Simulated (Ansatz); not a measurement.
Abstraction of Cl: C2H5AlCl2 + NbCl4 → C2H5AlCl + NbCl5

Species: C2H5AlCl2 (ethylaluminum dichloride) `C[CH2][Al]([Cl])[Cl]`, singlet; NbCl4 `[Cl][Nb]([Cl])([Cl])[Cl]`, doublet; C2H5AlCl `C[CH2][Al][Cl]`, doublet; NbCl5 `[Cl][Nb]([Cl])([Cl])([Cl])[Cl]`, singlet. A radical takes Cl: the energy is the difference in strength between the Al–Cl bond broken and the Nb–Cl bond made.

Shapes, held fixed at every level: PBE0-D4/def2-TZVP. Flexible molecules stand in one conformer, not always the lowest. Programs: Ansatz 0.2.0. Electronic energies: no zero-point or thermal term.

```csv
level,kind,ΔE (kJ/mol),less CCSD(T)/def2-TZVPP,CPU time (sum over the molecules)
SPW92/def2-TZVPP,LDA,+142.5,-75.1,54 s
PBE-D4/def2-TZVPP,GGA,+162.0,-55.6,94 s
B3LYP-D4/def2-TZVPP,global hybrid,+204.3,-13.3,3.7 min
MP2/def2-SVP,perturbation theory,+176.5,-41.1,–
MP2/def2-TZVPP,perturbation theory,+178.4,-39.2,–
CCSD(T)/def2-SVP,coupled cluster or CI,+211.3,-6.3,52 s
CCSD(T)/def2-TZVPP,coupled cluster or CI,+217.6,0.0,7.6 min
```

The highest level, CCSD(T)/def2-TZVPP, gives ΔE = +217.6 kJ/mol; the levels span +142.5 to +217.6. The column of differences is taken from that level and isn't an error. No measured value is set beside it here. Open shells run unrestricted unless RO is named. For atoms past krypton def2 sets carry core potentials with scalar relativity. Correlated rows may include outer-core shells of Nb, which these sets cover unevenly. Times are processor times on shared x86 and Arm servers, and rough.

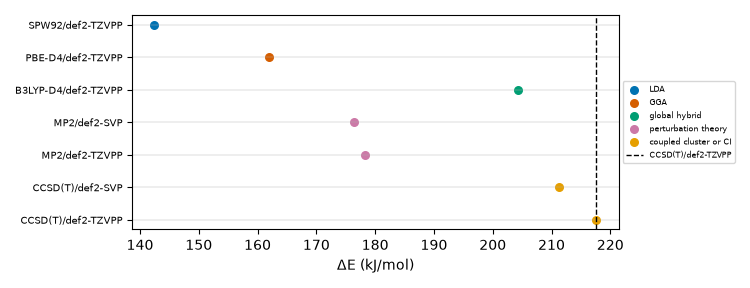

The values of the table, level by level.
